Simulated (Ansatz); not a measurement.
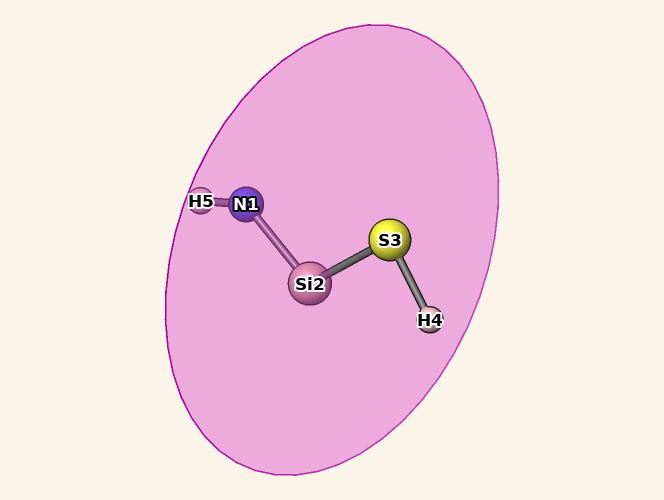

A disc through the centre of mass is drawn in. Distant atoms are faded towards the background colour. Charge 0, doublet. The computed structure is the end point of a PBE-D4/def2-SVP optimisation. No frequency run is at hand to confirm it as a minimum.

**Is the plane of the disc a mirror plane of the structure?**

No. The point group is Cs, with 1 mirror plane, and this plane isn't one of its mirror planes.
